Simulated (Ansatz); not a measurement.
NiO, pressure series

Consider NiO in the rock salt structure (space group Fm-3m, No. 225; a = 4.1172 Å; ferromagnetic).

Cell and atoms are relaxed at each pressure.

Calculations: PBEsol/PAW in Ansatz (an electronic-structure program), without spin-orbit coupling, earlier PAW set.

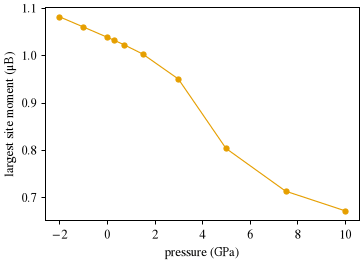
Fig. 1. Largest site moment against pressure

**Question.** From the plot, what is the largest site moment for pressure −1 GPa?

**Answer.** About 1.06 μB.

**Question.** Is the trend monotonic over the range shown?

**Answer.** Yes, it falls throughout, spanning 0.67 μB to 1.08 μB.

Load acts through the strain it causes; cell and atoms are relaxed under it. Stability against distortions was not tested. Competing high-pressure phases were not computed. No Hubbard U is applied and the magnetic state is the run's own (NiO ferromagnetic); other magnetic orders, which need larger cells, were not tried and can change the gap. In its common phase, real NiO is an antiferromagnetic insulator at low temperature.
